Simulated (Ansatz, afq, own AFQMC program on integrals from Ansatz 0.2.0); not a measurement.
# AlSiH (triplet): quantum Monte Carlo beside coupled cluster at distance Si1–Al2 = 2.390 Å, 6-31G, part 1 of 2

Aim: compute AlSiH (triplet) with auxiliary-field quantum Monte Carlo on the same integrals as coupled cluster, and set the energies side by side.

Computed with Ansatz 0.2.0, Gaussian basis, and an in-house AFQMC program (afq) on its integrals; all values are calculated. Level: 6-31G, frozen cores.

The runs, in order: Full CI; PBE (unrestricted); r2SCAN (unrestricted); PBE0 (unrestricted); B3LYP (unrestricted); CCSD(T) on UHF; wB97M-V (unrestricted); B2PLYP (unrestricted); Full CI; Full CI (quintet); CCSDT(Q) on UHF; CCSDTQ on UHF; Phaseless AFQMC, CISD trial on UHF; Phaseless AFQMC, single-determinant trial on UHF; Free-projection AFQMC, CISD trial on UHF; Phaseless AFQMC, CID trial on UHF; Phaseless AFQMC, first-order trial on UHF.

6 further runs of the same task are left out: 6 that didn't finish.

## Step 1: The geometry

The geometry derives from a PBE0/def2-TZVP stationary point (not a proven minimum). One bond is set to the value named and the two fragments are kept rigid.

3 atoms, charge 0, spin multiplicity 3.

Atoms are counted from 1 here; the program's logs count them from 0.

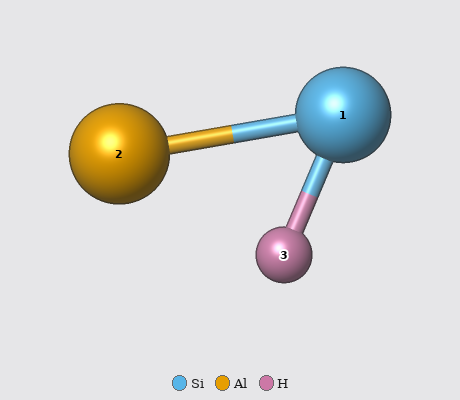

The structure; silicon blue, aluminium amber, hydrogen pink; atoms are numbered from 1 in the order of the file.

## Step 2: Full CI

Input file in.yaml:

```yaml
crystal:
  periodic: [false, false, false]
  atoms:
    - {symbol: Si, position_ang: [0.000000, -0.035961, 1.165412]}
    - {symbol: Al, position_ang: [0.000000, -0.011793, -1.224879]}
    - {symbol: H, position_ang: [0.000000, 1.317723, 0.315431]}
basis:
  gaussian: {orbitals: 6-31G}
magnetization: {spin_polarized: false, initial_magnetization: 2}
correlation: {method: fci, electrons: outside_noble_gas}
```

Started as:

```console
> ansatz run in.yaml --threads 1 --pin off --events-out ev --progress --plain --max-ram 16896MiB --backend cuda --devices 0, --max-vram 18GiB
```

The program printed:

```text
Functional definition: HF
  name "HF"
  cite "Fock, Z. Phys. 61, 126 (1930) doi:10.1007/BF01340294"
  parent pbe
  exchange = exact_x
  correlation = 0
566 factors; integrals over basis functions are off by at most 1.2e-7 eV
mean field evaluation 1: about -14456.5621 eV, gradient 5.3e0 eV
mean field evaluation 2: about -14456.5653 eV, gradient 5.3e0 eV
mean field evaluation 4: about -14456.8740 eV, gradient 1.2e0 eV
mean field evaluation 8: about -14456.9083 eV, gradient 4.7e-2 eV
mean field evaluation 16: about -14456.8363 eV, gradient 9.2e-1 eV
mean field -14456.90833359 eV, -531.2815820149 hartree, gradient 2.9e-6 eV, S^2 2.000000; 2 other end points of the search recorded, 0 dependent functions left out
mean field evaluation 32: about -14457.0683 eV, gradient 1.3e-4 eV
10 core orbitals not correlated: weight in the atoms' cores, before any rotation towards them, 1.000 or more for the frozen orbitals, at most 0.000 for the correlated occupied ones
reference -14456.90833359 eV, -531.2815820149 hartree; 5, 3 occupied and 13, 15 virtual orbitals, 566 factors
state -14459.64556038 eV, -531.3821732440 hartree
Total energy: -14459.64556038 eV, -531.3821732440 hartree
```

It took 12 s on 1 × NVIDIA H100 80GB HBM3 with 1 thread of AMD EPYC 7R13 (Zen 3), shared host; peak host memory 1.4 GiB.

From the report: 4,681,152 determinants, symmetry A''.

## Step 3: PBE (unrestricted)

in.yaml, as its differences from that of step 2:

```diff
@@ -8,3 +8,4 @@
   gaussian: {orbitals: 6-31G}
-magnetization: {spin_polarized: false, initial_magnetization: 2}
-correlation: {method: fci, electrons: outside_noble_gas}
+magnetization: {spin_polarized: true, initial_magnetization: 2}
+hamiltonian: {xc: {name: PBE}}
+output: {orbitals: {seedname: orbitals}}
```

Started as:

```console
> ansatz run in.yaml --threads 1 --pin off --events-out ev --progress --plain --max-ram 5632MiB --backend cpu
```

The program printed:

```text
Functional definition: PBE
  name "PBE"
  cite "Perdew, Burke & Ernzerhof, Phys. Rev. Lett. 77, 3865 (1996) doi:10.1103/PhysRevLett.77.3865"
  parent pbe
  parameter kappa = 0.804
  parameter beta = 0.06672455060314922
  exchange = pbe_x(kappa = kappa, mu = beta*pi^2/3)
  correlation = pbe_c(beta = beta)
310 factors; integrals over basis functions are off by at most 2.1e-4 eV
mean field evaluation 1: about -14477.9314 eV, gradient 9.1e0 eV
mean field evaluation 2: about -14471.2022 eV, gradient 2.5e1 eV
mean field evaluation 4: about -14478.9277 eV, gradient 1.2e0 eV
mean field evaluation 8: about -14478.9437 eV, gradient 1.2e-2 eV
mean field evaluation 16: about -14478.9437 eV, gradient 2.0e-5 eV
mean field -14478.94368398 eV, -532.0913662059 hartree, gradient 2.0e-5 eV, S^2 2.004053; 0 other end points of the search recorded, 0 dependent functions left out
reference -14478.94371668 eV, -532.0913674073 hartree; 15, 13 occupied and 13, 15 virtual orbitals, 310 factors
Total energy: -14478.94371668 eV, -532.0913674073 hartree
```

Wall time 0.57 s (1 thread of AMD EPYC 7R13 (Zen 3), shared host); peak memory 1.4 GiB.

From the report: ⟨S²⟩ of the determinant 2.004 (pure triplet: 2.00).

## Step 4: r2SCAN (unrestricted)

in.yaml, as its differences from that of step 3:

```diff
@@ -9,3 +9,2 @@
 magnetization: {spin_polarized: true, initial_magnetization: 2}
-hamiltonian: {xc: {name: PBE}}
-output: {orbitals: {seedname: orbitals}}
+hamiltonian: {xc: {name: r2SCAN}}
```

The command is unchanged.

The program printed:

```text
Functional definition: r2SCAN
  name "r2SCAN"
  cite "Furness, Kaplan, Ning, Perdew & Sun, J. Phys. Chem. Lett. 11, 8208 (2020) doi:10.1021/acs.jpclett.0c02405"
  cite "Furness, Kaplan, Ning, Perdew & Sun, J. Phys. Chem. Lett. 11, 9248 (2020) doi:10.1021/acs.jpclett.0c03077"
  parent r2scan
  parameter k0 = 0.174
  parameter k1 = 0.065
  parameter a1 = 4.9479
  exchange = r2scan_x(k0 = k0, k1 = k1, a1 = a1)
  correlation = r2scan_c
310 factors; integrals over basis functions are off by at most 2.1e-4 eV
mean field evaluation 1: about -14484.2099 eV, gradient 8.2e0 eV
mean field evaluation 2: about -14479.8361 eV, gradient 2.1e1 eV
mean field evaluation 4: about -14485.0334 eV, gradient 7.3e-1 eV
mean field evaluation 8: about -14485.0379 eV, gradient 1.1e-2 eV
mean field evaluation 16: about -14485.0379 eV, gradient 5.3e-5 eV
mean field -14485.03786796 eV, -532.3153233361 hartree, gradient 5.3e-5 eV, S^2 2.008905; 0 other end points of the search recorded, 0 dependent functions left out
reference -14485.03788117 eV, -532.3153238216 hartree; 15, 13 occupied and 13, 15 virtual orbitals, 310 factors
Total energy: -14485.03788117 eV, -532.3153238216 hartree
```

Run time: 1.2 s. Hardware: 1 thread of AMD EPYC 7R13 (Zen 3), shared host; peak memory 1.4 GiB.

From the report: ⟨S²⟩ of the determinant 2.009 (pure triplet: 2.00).

## Step 5: PBE0 (unrestricted)

in.yaml, as its differences from that of step 4:

```diff
@@ -9,2 +9,3 @@
 magnetization: {spin_polarized: true, initial_magnetization: 2}
-hamiltonian: {xc: {name: r2SCAN}}
+hamiltonian: {xc: {name: PBE0}}
+output: {orbitals: {seedname: orbitals}}
```

The command is unchanged.

The program printed:

```text
Functional definition: PBE0
  name "PBE0"
  cite "Adamo & Barone, J. Chem. Phys. 110, 6158 (1999) doi:10.1063/1.478522"
  cite "Perdew, Burke & Ernzerhof, Phys. Rev. Lett. 77, 3865 (1996) doi:10.1103/PhysRevLett.77.3865"
  parent pbe
  parameter a = 0.25
  parameter kappa = 0.804
  parameter beta = 0.06672455060314922
  exchange = (1 - a)*pbe_x(kappa = kappa, mu = beta*pi^2/3) + a*exact_x
  correlation = pbe_c(beta = beta)
310 factors; integrals over basis functions are off by at most 2.1e-4 eV
mean field evaluation 1: about -14479.5246 eV, gradient 6.9e0 eV
mean field evaluation 2: about -14478.5786 eV, gradient 1.1e1 eV
mean field evaluation 4: about -14480.1196 eV, gradient 8.0e-1 eV
mean field evaluation 8: about -14480.1591 eV, gradient 3.1e-2 eV
mean field evaluation 16: about -14480.1592 eV, gradient 8.8e-5 eV
mean field -14480.15915337 eV, -532.1360338819 hartree, gradient 8.8e-5 eV, S^2 2.009193; 0 other end points of the search recorded, 0 dependent functions left out
reference -14480.15917796 eV, -532.1360347857 hartree; 15, 13 occupied and 13, 15 virtual orbitals, 310 factors
Total energy: -14480.15917796 eV, -532.1360347857 hartree
```

Wall time 0.69 s (1 thread of AMD EPYC 7R13 (Zen 3), shared host); peak memory 1.4 GiB.

From the report: ⟨S²⟩ of the determinant 2.009 (pure triplet: 2.00).

## Step 6: B3LYP (unrestricted)

in.yaml, as its differences from that of step 5:

```diff
@@ -9,3 +9,2 @@
 magnetization: {spin_polarized: true, initial_magnetization: 2}
-hamiltonian: {xc: {name: PBE0}}
-output: {orbitals: {seedname: orbitals}}
+hamiltonian: {xc: {name: B3LYP}}
```

The command is unchanged.

The program printed, cut to the lines that bear on the results:

```text
Functional definition: B3LYP
  name "B3LYP"
  cite "Stephens, Devlin, Chabalowski & Frisch, J. Phys. Chem. 98, 11623 (1994) doi:10.1021/j100096a001"
  cite "Becke, Phys. Rev. A 38, 3098 (1988) doi:10.1103/PhysRevA.38.3098"
  cite "Lee, Yang & Parr, Phys. Rev. B 37, 785 (1988) doi:10.1103/PhysRevB.37.785"
  cite "Vosko, Wilk & Nusair, Can. J. Phys. 58, 1200 (1980) doi:10.1139/p80-159"
[...]
310 factors; integrals over basis functions are off by at most 2.1e-4 eV
[...]
mean field -14487.66121748 eV, -532.4117296529 hartree, gradient 4.7e-5 eV, S^2 2.005939; 0 other end points of the search recorded, 0 dependent functions left out
reference -14487.66140755 eV, -532.4117366377 hartree; 15, 13 occupied and 13, 15 virtual orbitals, 310 factors
Total energy: -14487.66140755 eV, -532.4117366377 hartree
```

Wall time 0.66 s (1 thread of AMD EPYC 7R13 (Zen 3), shared host); peak memory 1.4 GiB.

From the report: ⟨S²⟩ of the determinant 2.006 (pure triplet: 2.00).

## Step 7: CCSD(T) on UHF

in.yaml, as its differences from that of step 6:

```diff
@@ -9,2 +9,2 @@
 magnetization: {spin_polarized: true, initial_magnetization: 2}
-hamiltonian: {xc: {name: B3LYP}}
+correlation: {method: ccsd_t, electrons: outside_noble_gas, hamiltonian_folder: ham}
```

Started as:

```console
> ansatz run in.yaml --threads 1 --pin off --events-out ev --progress --plain --max-ram 16896MiB --backend cuda --devices 0, --max-vram 18GiB
```

The program printed, cut to the lines that bear on the results:

```text
Functional definition: HF
  name "HF"
  cite "Fock, Z. Phys. 61, 126 (1930) doi:10.1007/BF01340294"
  parent pbe
[...]
310 factors; integrals over basis functions are off by at most 2.1e-4 eV
[...]
mean field -14457.06825038 eV, -531.2874588488 hartree, gradient 2.9e-6 eV, S^2 2.047112; 3 other end points of the search recorded, 0 dependent functions left out
determinant -14457.06825038 eV, -531.2874588488 hartree, with singles and doubles -14459.53857487 eV, -531.3782415994 hartree
determinant -14454.41067662 eV, -531.1897948144 hartree, with singles and doubles -14456.69537078 eV, -531.2737557761 hartree
10 core orbitals not correlated: weight in the atoms' cores, before any rotation towards them, 1.000 or more for the frozen orbitals, at most 0.000 for the correlated occupied ones
reference -14457.06825038 eV, -531.2874588488 hartree; 5, 3 occupied and 13, 15 virtual orbitals, 310 factors
second order -1.73793409 eV of doubles, -0.00000000 eV of singles
cycle   1  -2.46949893 eV  change    8.3e-4 eV  update   1.6e-3
[...]
cycle   8  -2.46948621 eV  change    6.0e-6 eV  update   3.4e-6
perturbative correction -0.07644700 eV, -0.0028093754 hartree
Total energy: -14459.61418360 eV, -531.3810201686 hartree
```

It took 4.9 s on 1 × NVIDIA H100 80GB HBM3 with 1 thread of AMD EPYC 7R13 (Zen 3), shared host; peak host memory 1.4 GiB.

From the report: ⟨S²⟩ of the determinant 2.047 (pure triplet: 2.00); correlation -2.5459 eV; T1 0.040; largest double amplitude 0.10.

This run also writes the integrals to the folder ham.

## Step 8: wB97M-V (unrestricted)

in.yaml, as its differences from that of step 7:

```diff
@@ -9,2 +9,3 @@
 magnetization: {spin_polarized: true, initial_magnetization: 2}
-correlation: {method: ccsd_t, electrons: outside_noble_gas, hamiltonian_folder: ham}
+hamiltonian: {xc: {name: wB97M-V}}
+output: {orbitals: {seedname: orbitals}}
```

Started as:

```console
> ansatz run in.yaml --threads 1 --pin off --events-out ev --progress --plain --max-ram 5632MiB --backend cpu
```

The program printed, cut to the lines that bear on the results:

```text
Functional definition: wB97M-V
  name "wB97M-V"
  cite "Mardirossian & Head-Gordon, J. Chem. Phys. 144, 214110 (2016) doi:10.1063/1.4952647"
  cite "Becke, J. Chem. Phys. 107, 8554 (1997) doi:10.1063/1.475007"
  cite "Vydrov & Van Voorhis, J. Chem. Phys. 133, 244103 (2010) doi:10.1063/1.3521275"
  # Of w^i u^j: cxij and so on, Table III.
[...]
  gx(w, u) = 1 - cx + cx01*u + cx10*w
  gss(w, u) = css00 + css04*u^4 + css10*w + css20*w^2 + css43*w^4*u^3
  gos(w, u) = cos00 + cos10*w + (cos20 + cos21*u)*w^2 + (cos60 + cos61*u)*w^6
[...]
      + integral(e_c_pw_mod_opposite_spin*gos(b97_w_opposite, b97_u_opposite)) + vv10(b, c)
310 factors; integrals over basis functions are off by at most 2.1e-4 eV
146 factors; integrals over basis functions are off by at most 6.5e-6 eV
[...]
mean field -14485.44414784 eV, -532.3302538463 hartree, gradient 3.7e-5 eV, S^2 2.007398; 0 other end points of the search recorded, 0 dependent functions left out
reference -14485.44418147 eV, -532.3302550823 hartree; 15, 13 occupied and 13, 15 virtual orbitals, 310 factors
Total energy: -14485.44418147 eV, -532.3302550823 hartree
```

Wall time 3.3 s (1 thread of AMD EPYC 7R13 (Zen 3), shared host); peak memory 1.4 GiB.

From the report: ⟨S²⟩ of the determinant 2.007 (pure triplet: 2.00).

## Step 9: B2PLYP (unrestricted)

in.yaml, as its differences from that of step 8:

```diff
@@ -9,3 +9,3 @@
 magnetization: {spin_polarized: true, initial_magnetization: 2}
-hamiltonian: {xc: {name: wB97M-V}}
-output: {orbitals: {seedname: orbitals}}
+hamiltonian: {xc: {name: B2PLYP}}
+correlation: {electrons: outside_noble_gas}
```

Same command.

The program printed, cut to the lines that bear on the results:

```text
Functional definition: B2PLYP
  name "B2PLYP"
  cite "Grimme, J. Chem. Phys. 124, 034108 (2006) doi:10.1063/1.2148954"
  cite "Becke, Phys. Rev. A 38, 3098 (1988) doi:10.1103/PhysRevA.38.3098"
  cite "Lee, Yang & Parr, Phys. Rev. B 37, 785 (1988) doi:10.1103/PhysRevB.37.785"
[...]
310 factors; integrals over basis functions are off by at most 2.1e-4 eV
[...]
mean field -14478.52116675 eV, -532.0758389839 hartree, gradient 3.4e-6 eV, S^2 2.016184; 0 other end points of the search recorded, 0 dependent functions left out
10 core orbitals not correlated: weight in the atoms' cores, before any rotation towards them, 1.000 or more for the frozen orbitals, at most 0.000 for the correlated occupied ones
reference -14478.52128717 eV, -532.0758434093 hartree; 5, 3 occupied and 13, 15 virtual orbitals, 310 factors
second order -2.48333595 eV of doubles, -0.00000000 eV of singles
Total energy: -14479.19178787 eV, -532.1004838557 hartree
```

Run time: 0.69 s. Hardware: 1 thread of AMD EPYC 7R13 (Zen 3), shared host; peak memory 1.4 GiB.

From the report: ⟨S²⟩ of the determinant 2.016 (pure triplet: 2.00).

## Step 10: Full CI

Input file in.yaml:

```yaml
hamiltonian:
  integrals:
    folder: ../ham
correlation: {method: fci}
```

Started as:

```console
> ansatz run in.yaml --threads 1 --pin off --events-out ev --progress --plain --max-ram 16896MiB --backend cuda --devices 0, --max-vram 18GiB
```

The program printed:

```text
Functional definition: HF
  name "HF"
  cite "Fock, Z. Phys. 61, 126 (1930) doi:10.1007/BF01340294"
  parent pbe
  exchange = exact_x
  correlation = 0
reference -14457.06825038 eV, -531.2874588488 hartree; 5, 3 occupied and 13, 15 virtual orbitals, 310 factors
state -14459.64553709 eV, -531.3821723883 hartree
Total energy: -14459.64553709 eV, -531.3821723883 hartree
```

Wall time 15 s (1 × NVIDIA H100 80GB HBM3 with 1 thread of AMD EPYC 7R13 (Zen 3), shared host); peak host memory 1.4 GiB.

From the report: 3,502,464 determinants.

## Step 11: Full CI (quintet)

Input file in.yaml:

```yaml
crystal:
  periodic: [false, false, false]
  atoms:
    - {symbol: Si, position_ang: [0.000000, -0.035961, 1.165412]}
    - {symbol: Al, position_ang: [0.000000, -0.011793, -1.224879]}
    - {symbol: H, position_ang: [0.000000, 1.317723, 0.315431]}
basis:
  gaussian: {orbitals: 6-31G}
magnetization: {spin_polarized: false, initial_magnetization: 4}
correlation: {method: fci, electrons: outside_noble_gas}
```

Same command.

The program printed, cut to the lines that bear on the results:

```text
Functional definition: HF
  name "HF"
  cite "Fock, Z. Phys. 61, 126 (1930) doi:10.1007/BF01340294"
  parent pbe
[...]
567 factors; integrals over basis functions are off by at most 1.2e-7 eV
[...]
mean field -14454.23266581 eV, -531.1832530377 hartree, gradient 3.1e-6 eV, S^2 6.000000; 13 other end points of the search recorded, 0 dependent functions left out
[...]
determinant -14454.23266581 eV, -531.1832530377 hartree, with singles and doubles -14455.92621363 eV, -531.2454897723 hartree
determinant -14453.82506038 eV, -531.1682738144 hartree, with singles and doubles -14455.73056406 eV, -531.2382997830 hartree
determinant -14452.90935842 eV, -531.1346223881 hartree, with singles and doubles -14455.29236529 eV, -531.2221962755 hartree
determinant -14454.23266581 eV, -531.1832530377 hartree, with singles and doubles -14455.92810644 eV, -531.2455593316 hartree
determinant -14453.82506038 eV, -531.1682738144 hartree, with singles and doubles -14455.73725101 eV, -531.2385455241 hartree
10 core orbitals not correlated: weight in the atoms' cores, before any rotation towards them, 1.000 or more for the frozen orbitals, at most 0.000 for the correlated occupied ones
reference -14454.23266581 eV, -531.1832530377 hartree; 6, 2 occupied and 12, 16 virtual orbitals, 567 factors
state -14455.99948013 eV, -531.2481822663 hartree
Total energy: -14455.99948013 eV, -531.2481822663 hartree
```

Run time: 22 s. Hardware: 1 × NVIDIA H100 80GB HBM3 with 1 thread of AMD EPYC 7R13 (Zen 3), shared host; peak host memory 1.4 GiB.

From the report: 1,412,684 determinants, symmetry A'.

## Step 12: CCSDT(Q) on UHF

in.yaml, as its differences from that of step 11:

```diff
@@ -8,3 +8,3 @@
   gaussian: {orbitals: 6-31G}
-magnetization: {spin_polarized: false, initial_magnetization: 4}
-correlation: {method: fci, electrons: outside_noble_gas}
+magnetization: {spin_polarized: true, initial_magnetization: 2}
+correlation: {method: ccsdt_q, electrons: outside_noble_gas}
```

Launched as before.

The program printed, cut to the lines that bear on the results:

```text
Functional definition: HF
  name "HF"
  cite "Fock, Z. Phys. 61, 126 (1930) doi:10.1007/BF01340294"
  parent pbe
[...]
566 factors; integrals over basis functions are off by at most 1.2e-7 eV
[...]
mean field -14457.06832285 eV, -531.2874615117 hartree, gradient 1.7e-6 eV, S^2 2.047113; 3 other end points of the search recorded, 0 dependent functions left out
determinant -14457.06832285 eV, -531.2874615117 hartree, with singles and doubles -14459.53864994 eV, -531.3782443579 hartree
determinant -14454.41073338 eV, -531.1897969004 hartree, with singles and doubles -14456.69543229 eV, -531.2737580364 hartree
10 core orbitals not correlated: weight in the atoms' cores, before any rotation towards them, 1.000 or more for the frozen orbitals, at most 0.000 for the correlated occupied ones
reference -14457.06832285 eV, -531.2874615117 hartree; 5, 3 occupied and 13, 15 virtual orbitals, 566 factors
second order -1.73796002 eV of doubles, -0.00000000 eV of singles
cycle   1  -2.15920602 eV  change   -4.2e-1 eV  update   9.2e-2
[...]
cycle  18  -2.57054872 eV  change   -7.9e-7 eV  update   4.1e-7
perturbative correction -0.00606192 eV, -0.0002227715 hartree
Total energy: -14459.64493349 eV, -531.3821502063 hartree
```

Wall time 12 s (1 × NVIDIA H100 80GB HBM3 with 1 thread of AMD EPYC 7R13 (Zen 3), shared host); peak host memory 1.4 GiB.

From the report: ⟨S²⟩ of the determinant 2.047 (pure triplet: 2.00); correlation -2.5766 eV; T1 0.040; largest double amplitude 0.11.

## Step 13: CCSDTQ on UHF

in.yaml, as its differences from that of step 12:

```diff
@@ -9,2 +9,2 @@
 magnetization: {spin_polarized: true, initial_magnetization: 2}
-correlation: {method: ccsdt_q, electrons: outside_noble_gas}
+correlation: {method: ccsdtq, electrons: outside_noble_gas}
```

Same command.

The program printed, cut to the lines that bear on the results:

```text
Functional definition: HF
  name "HF"
  cite "Fock, Z. Phys. 61, 126 (1930) doi:10.1007/BF01340294"
  parent pbe
[...]
566 factors; integrals over basis functions are off by at most 1.2e-7 eV
[...]
mean field -14457.06832285 eV, -531.2874615117 hartree, gradient 1.7e-6 eV, S^2 2.047113; 3 other end points of the search recorded, 0 dependent functions left out
determinant -14457.06832285 eV, -531.2874615117 hartree, with singles and doubles -14459.53864994 eV, -531.3782443579 hartree
determinant -14454.41073338 eV, -531.1897969004 hartree, with singles and doubles -14456.69543229 eV, -531.2737580364 hartree
10 core orbitals not correlated: weight in the atoms' cores, before any rotation towards them, 1.000 or more for the frozen orbitals, at most 0.000 for the correlated occupied ones
reference -14457.06832285 eV, -531.2874615117 hartree; 5, 3 occupied and 13, 15 virtual orbitals, 566 factors
second order -1.73796002 eV of doubles, -0.00000000 eV of singles
cycle   1  -2.15920692 eV  change   -4.2e-1 eV  update   9.2e-2
[...]
cycle  20  -2.57702116 eV  change   -5.6e-7 eV  update   3.2e-7
Total energy: -14459.64534400 eV, -531.3821652925 hartree
```

It took 25 s on 1 × NVIDIA H100 80GB HBM3 with 1 thread of AMD EPYC 7R13 (Zen 3), shared host; peak host memory 1.4 GiB.

From the report: ⟨S²⟩ of the determinant 2.047 (pure triplet: 2.00); correlation -2.5770 eV; T1 0.040; largest double amplitude 0.11.

(Continued in part 2 of 2.)
